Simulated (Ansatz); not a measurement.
Geometry relaxation, with input and output: C₃H₉OPSi (part 1 of 4)

System: C₃H₉OPSi.
Method: RKS revPBE-D4/STO-3G (Ansatz 0.2.0).

The run did not end well. It belongs to a series of runs on one base structure; here: end point B relaxed.

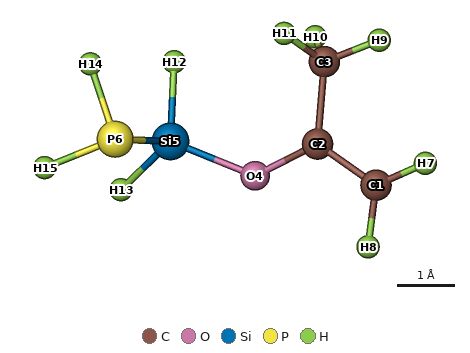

Fig. 1: The input geometry (ball-and-stick view, seen on its broad side; atoms are numbered from 1 in the order of the input).

## Input file
```yaml
crystal:
  periodic: [false, false, false]
  atoms:
    - { symbol: C, position_ang: [-0.2612, -1.8947, -1.2327] }
    - { symbol: C, position_ang: [0.2078, -0.7618, -0.6685] }
    - { symbol: C, position_ang: [1.4122, -0.8394, 0.1773] }
    - { symbol: O, position_ang: [-0.3052, 0.4776, -0.9614] }
    - { symbol: Si, position_ang: [-0.256, 1.8381, -0.0601] }
    - { symbol: P, position_ang: [-1.5863, 1.6548, 1.7209] }
    - { symbol: H, position_ang: [0.1395, -2.8351, -1.0894] }
    - { symbol: H, position_ang: [-1.1415, -1.7562, -1.8955] }
    - { symbol: H, position_ang: [1.8665, -1.8372, 0.2416] }
    - { symbol: H, position_ang: [2.2297, -0.1755, -0.1664] }
    - { symbol: H, position_ang: [1.2118, -0.5776, 1.2508] }
    - { symbol: H, position_ang: [1.1561, 2.0704, 0.4346] }
    - { symbol: H, position_ang: [-0.7576, 3.0434, -0.848] }
    - { symbol: H, position_ang: [-0.65085, 2.07406, 2.69627] }
    - { symbol: H, position_ang: [-2.17372, 2.94538, 1.61926] }
basis:
  gaussian: { orbitals: STO-3G }
hamiltonian:
  xc: revpbe
  dispersion: d4
relax:
  f_tol: 0.015
  max_steps: 40
output:
  orbitals: {}
```

Launch command:
```bash
ansatz run input.yaml --threads 1 --pin off --max-ram 2048MiB --backend cpu --events-out ev --progress --plain --runs-dir out
```

## Log
```
The last accepted step is kept in [file] (removed where the run ends without a failure and the disk answers)
Engine: ansatz 0.2.0, aarch64-unknown-linux-gnu
Functional definition: revPBE
  parameter kappa = 1.245
  parameter beta = 0.06672455060314922
  exchange = pbe_x(kappa = kappa, mu = beta*pi^2/3)
  correlation = pbe_c(beta = beta)
669 factors; integrals over basis functions are off by at most 1.1e-5 eV
mean field evaluation 1: about -22200.2128 eV, gradient 2.6e1 eV
mean field evaluation 2: about -22196.0229 eV, gradient 4.4e1 eV
mean field evaluation 4: about -22202.4946 eV, gradient 2.7e0 eV
mean field evaluation 8: about -22202.3675 eV, gradient 3.6e-2 eV
mean field -22202.36754470 eV, -815.9219579626 hartree, gradient 4.2e-5 eV, S^2 0.000000; 0 other end points of the search recorded, 0 dependent functions left out
the calculation of the forces begins
reference -22202.36757963 eV, -815.9219592461 hartree; 32, 32 occupied and 15, 15 virtual orbitals, 669 factors
relax step   1: F+E_penalty+E_count = -22203.49171458 eV  Δ(F+E_penalty+E_count) = +0.000e0 eV  max|allowed force component| = 3.454e0 eV/Å  Δτ_max = 0.0000 Å  (23 SCF iters, accepted)
these checks for a lower state are left out or cut short: starts, cluster_reference, orbital_swaps, neighbouring_geometries, increment
669 factors; integrals over basis functions are off by at most 1.4e-5 eV
mean field evaluation 16: about -22202.7112 eV, gradient 7.1e0 eV
mean field -22202.84566172 eV, -815.9395284390 hartree, gradient 1.9e-5 eV, S^2 0.000000; 0 other end points of the search recorded, 0 dependent functions left out
[... from here on the field's lines of each further geometry are left out, up to the last ...]
relax step   2: F+E_penalty+E_count = -22203.96829290 eV  Δ(F+E_penalty+E_count) = -4.766e-1 eV  max|allowed force component| = 1.982e0 eV/Å  Δτ_max = 0.1827 Å  (27 SCF iters, accepted)
relax step   3: F+E_penalty+E_count = -22204.20468699 eV  Δ(F+E_penalty+E_count) = -2.364e-1 eV  max|allowed force component| = 1.010e0 eV/Å  Δτ_max = 0.1464 Å  (27 SCF iters, accepted)
relax step   4: F+E_penalty+E_count = -22204.23695218 eV  Δ(F+E_penalty+E_count) = -3.227e-2 eV  max|allowed force component| = 4.685e-1 eV/Å  Δτ_max = 0.1319 Å  (27 SCF iters, accepted)
relax step   5: F+E_penalty+E_count = -22204.27157717 eV  Δ(F+E_penalty+E_count) = -3.462e-2 eV  max|allowed force component| = 1.780e-1 eV/Å  Δτ_max = 0.0941 Å  (26 SCF iters, accepted)
relax step   6: F+E_penalty+E_count = -22204.27790012 eV  Δ(F+E_penalty+E_count) = -6.323e-3 eV  max|allowed force component| = 6.762e-2 eV/Å  Δτ_max = 0.0234 Å  (29 SCF iters, accepted)
relax step   7: F+E_penalty+E_count = -22204.28276699 eV  Δ(F+E_penalty+E_count) = -4.867e-3 eV  max|allowed force component| = 5.635e-2 eV/Å  Δτ_max = 0.0357 Å  (28 SCF iters, accepted)
relax step   8: F+E_penalty+E_count = -22204.29297121 eV  Δ(F+E_penalty+E_count) = -1.020e-2 eV  max|allowed force component| = 1.694e-1 eV/Å  Δτ_max = 0.1951 Å  (26 SCF iters, accepted)
relax step   9: F+E_penalty+E_count = -22204.28554347 eV  Δ(F+E_penalty+E_count) = +7.428e-3 eV  max|allowed force component| = 2.628e-1 eV/Å  Δτ_max = 0.0826 Å  (28 SCF iters, rejected (line search))
relax step  10: F+E_penalty+E_count = -22204.29795749 eV  Δ(F+E_penalty+E_count) = -4.986e-3 eV  max|allowed force component| = 8.323e-2 eV/Å  Δτ_max = 0.0413 Å  (27 SCF iters, accepted)
relax step  11: F+E_penalty+E_count = -22204.29980852 eV  Δ(F+E_penalty+E_count) = -1.851e-3 eV  max|allowed force component| = 8.293e-2 eV/Å  Δτ_max = 0.0544 Å  (28 SCF iters, accepted)
relax step  12: F+E_penalty+E_count = -22204.30135788 eV  Δ(F+E_penalty+E_count) = -1.549e-3 eV  max|allowed force component| = 6.309e-2 eV/Å  Δτ_max = 0.0305 Å  (28 SCF iters, accepted)
relax step  13: F+E_penalty+E_count = -22204.30211081 eV  Δ(F+E_penalty+E_count) = -7.529e-4 eV  max|allowed force component| = 5.220e-2 eV/Å  Δτ_max = 0.0206 Å  (29 SCF iters, accepted)
relax step  14: F+E_penalty+E_count = -22204.30327866 eV  Δ(F+E_penalty+E_count) = -1.168e-3 eV  max|allowed force component| = 5.201e-2 eV/Å  Δτ_max = 0.0615 Å  (27 SCF iters, accepted)
relax step  15: F+E_penalty+E_count = -22204.30397292 eV  Δ(F+E_penalty+E_count) = -6.943e-4 eV  max|allowed force component| = 9.027e-2 eV/Å  Δτ_max = 0.0563 Å  (28 SCF iters, accepted)
relax step  16: F+E_penalty+E_count = -22204.30451739 eV  Δ(F+E_penalty+E_count) = -5.445e-4 eV  max|allowed force component| = 9.186e-2 eV/Å  Δτ_max = 0.0238 Å  (29 SCF iters, accepted)
relax step  17: F+E_penalty+E_count = -22204.30541858 eV  Δ(F+E_penalty+E_count) = -9.012e-4 eV  max|allowed force component| = 7.267e-2 eV/Å  Δτ_max = 0.0472 Å  (28 SCF iters, accepted)
relax step  18: F+E_penalty+E_count = -22204.30575911 eV  Δ(F+E_penalty+E_count) = -3.405e-4 eV  max|allowed force component| = 6.511e-2 eV/Å  Δτ_max = 0.0434 Å  (28 SCF iters, accepted)
relax step  19: F+E_penalty+E_count = -22204.30610774 eV  Δ(F+E_penalty+E_count) = -3.486e-4 eV  max|allowed force component| = 8.097e-2 eV/Å  Δτ_max = 0.0681 Å  (27 SCF iters, accepted)
relax step  20: F+E_penalty+E_count = -22204.30656914 eV  Δ(F+E_penalty+E_count) = -4.614e-4 eV  max|allowed force component| = 7.813e-2 eV/Å  Δτ_max = 0.0201 Å  (29 SCF iters, accepted)
relax step  21: F+E_penalty+E_count = -22204.30704112 eV  Δ(F+E_penalty+E_count) = -4.720e-4 eV  max|allowed force component| = 4.683e-2 eV/Å  Δτ_max = 0.0117 Å  (22 SCF iters, accepted)
relax step  22: F+E_penalty+E_count = -22204.30680368 eV  Δ(F+E_penalty+E_count) = +2.374e-4 eV  max|allowed force component| = 5.944e-2 eV/Å  Δτ_max = 0.0209 Å  (29 SCF iters, rejected (line search))
relax step  23: F+E_penalty+E_count = -22204.30731911 eV  Δ(F+E_penalty+E_count) = -2.780e-4 eV  max|allowed force component| = 1.854e-2 eV/Å  Δτ_max = 0.0101 Å  (22 SCF iters, accepted)
relax step  24: F+E_penalty+E_count = -22204.30748294 eV  Δ(F+E_penalty+E_count) = -1.638e-4 eV  max|allowed force component| = 1.094e-2 eV/Å  Δτ_max = 0.0199 Å  (29 SCF iters, accepted)
relax step  25: F+E_penalty+E_count = -22204.30751730 eV  Δ(F+E_penalty+E_count) = -3.436e-5 eV  max|allowed force component| = 2.223e-1 eV/Å  Δτ_max = 0.1488 Å  (27 SCF iters, accepted)
relax step  26: F+E_penalty+E_count = -22204.30835246 eV  Δ(F+E_penalty+E_count) = -8.352e-4 eV  max|allowed force component| = 5.345e-2 eV/Å  Δτ_max = 0.0352 Å  (29 SCF iters, accepted)
relax step  27: F+E_penalty+E_count = -22204.30871984 eV  Δ(F+E_penalty+E_count) = -3.674e-4 eV  max|allowed force component| = 4.218e-2 eV/Å  Δτ_max = 0.0347 Å  (29 SCF iters, accepted)
relax step  28: F+E_penalty+E_count = -22204.30787998 eV  Δ(F+E_penalty+E_count) = +8.399e-4 eV  max|allowed force component| = 3.760e-1 eV/Å  Δτ_max = 0.1585 Å  (27 SCF iters, rejected (line search))
relax step  29: F+E_penalty+E_count = -22204.29887028 eV  Δ(F+E_penalty+E_count) = +9.850e-3 eV  max|allowed force component| = 2.823e-1 eV/Å  Δτ_max = 0.0792 Å  (28 SCF iters, rejected (line search))
relax step  30: F+E_penalty+E_count = -22204.30933725 eV  Δ(F+E_penalty+E_count) = -6.174e-4 eV  max|allowed force component| = 1.559e-2 eV/Å  Δτ_max = 0.0380 Å  (29 SCF iters, accepted)
relax step  31: F+E_penalty+E_count = -22204.31024954 eV  Δ(F+E_penalty+E_count) = -9.123e-4 eV  max|allowed force component| = 1.496e-1 eV/Å  Δτ_max = 0.0976 Å  (28 SCF iters, accepted)
relax step  32: F+E_penalty+E_count = -22204.31087440 eV  Δ(F+E_penalty+E_count) = -6.249e-4 eV  max|allowed force component| = 1.467e-1 eV/Å  Δτ_max = 0.0328 Å  (29 SCF iters, accepted)
relax step  33: F+E_penalty+E_count = -22204.31245272 eV  Δ(F+E_penalty+E_count) = -1.578e-3 eV  max|allowed force component| = 2.812e-1 eV/Å  Δτ_max = 0.1084 Å  (28 SCF iters, accepted)
relax step  34: F+E_penalty+E_count = -22204.31434470 eV  Δ(F+E_penalty+E_count) = -1.892e-3 eV  max|allowed force component| = 2.124e-1 eV/Å  Δτ_max = 0.0378 Å  (29 SCF iters, accepted)
relax step  35: F+E_penalty+E_count = -22204.31347090 eV  Δ(F+E_penalty+E_count) = +8.738e-4 eV  max|allowed force component| = 5.433e-1 eV/Å  Δτ_max = 0.1961 Å  (27 SCF iters, rejected (line search))
relax step  36: F+E_penalty+E_count = -22204.31735340 eV  Δ(F+E_penalty+E_count) = -3.009e-3 eV  max|allowed force component| = 1.014e-1 eV/Å  Δτ_max = 0.0980 Å  (27 SCF iters, accepted)
relax step  37: F+E_penalty+E_count = -22204.32202607 eV  Δ(F+E_penalty+E_count) = -4.673e-3 eV  max|allowed force component| = 5.439e-2 eV/Å  Δτ_max = 0.0999 Å  (27 SCF iters, accepted)
relax step  38: F+E_penalty+E_count = -22204.32057488 eV  Δ(F+E_penalty+E_count) = +1.451e-3 eV  max|allowed force component| = 5.063e-1 eV/Å  Δτ_max = 0.1464 Å  (26 SCF iters, rejected (line search))
the calculation of the forces begins
reference -22203.18274889 eV, -815.9519161641 hartree; 32, 32 occupied and 15, 15 virtual orbitals, 671 factors
relax step  39: F+E_penalty+E_count = -22204.32459531 eV  Δ(F+E_penalty+E_count) = -2.569e-3 eV  max|allowed force component| = 3.767e-2 eV/Å  Δτ_max = 0.0732 Å  (27 SCF iters, accepted)
these checks for a lower state are left out or cut short: starts, cluster_reference, orbital_swaps, neighbouring_geometries, increment
671 factors; integrals over basis functions are off by at most 1.5e-5 eV
mean field -22203.18592876 eV, -815.9520330219 hartree, gradient 1.6e-5 eV, S^2 0.000000; 0 other end points of the search recorded, 0 dependent functions left out
the calculation of the forces begins
reference -22203.18596307 eV, -815.9520342828 hartree; 32, 32 occupied and 15, 15 virtual orbitals, 671 factors
relax step  40: F+E_penalty+E_count = -22204.32695062 eV  Δ(F+E_penalty+E_count) = -2.355e-3 eV  max|allowed force component| = 2.011e-1 eV/Å  Δτ_max = 0.0726 Å  (28 SCF iters, accepted)
```

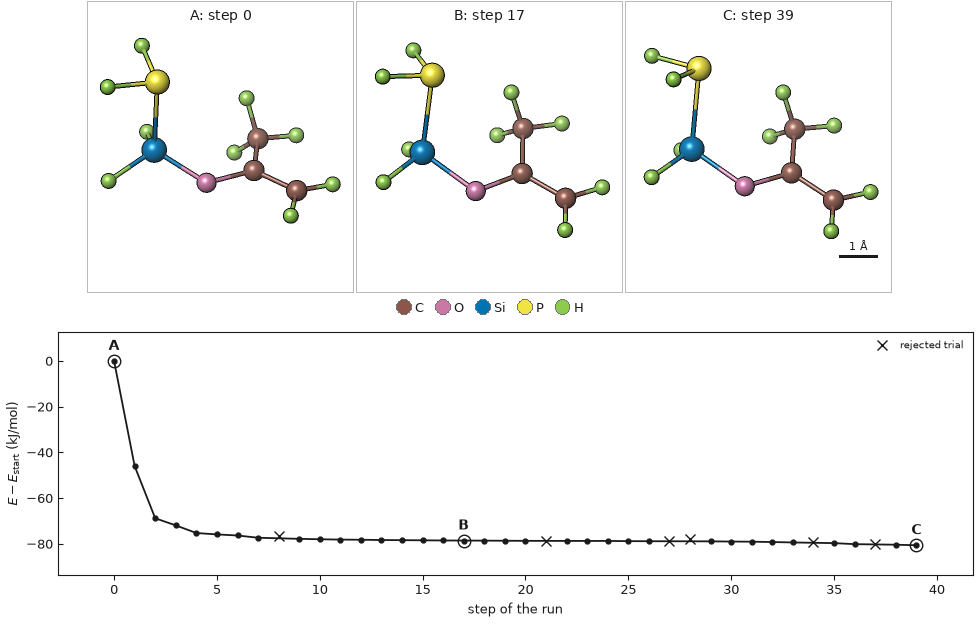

Fig. 2: Frames of the relaxation (ball-and-stick view, seen at a tilt) above the curves, on which the letters mark them (the first geometry is step 0 here and step 1 in the log).

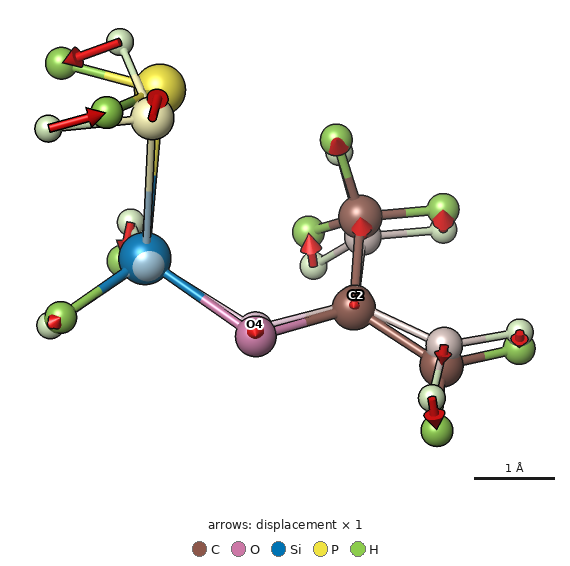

Fig. 3: Start (faint) and end (solid) with the displacements as red arrows, at true length (ball-and-stick view, seen at a tilt). The two geometries are laid on each other by the best rigid fit. The relaxation stopped without meeting its thresholds, so the last structure isn't shown to be converged. After 39 geometry steps the energy has fallen by 80.6 kJ/mol. The largest force component goes from 3.5 to 0.2 eV/Å. The line search rejected the trial steps at points 8, 21, 27, 28, 34, 37 (counted from 0) and went back. The atom that moves furthest after the best rigid fit is H14 (0.86 Å). By element the largest moves are H 0.86 Å, P 0.79 Å, C 0.35 Å, O 0.24 Å, Si 0.07 Å. Among the contacts that change: O4–Si5 1.633 → 1.751 Å, C2–C3 1.474 → 1.550 Å, C1–H7 1.032 → 1.099 Å, Si5–H13 1.525 → 1.460 Å. Among the angles that change: C2–O4–Si5 128.5° → 117.3°, O4–Si5–H13 111.3° → 101.0°, P6–Si5–H13 106.3° → 113.5°. (Atoms are counted from 1 in the order of the input.)
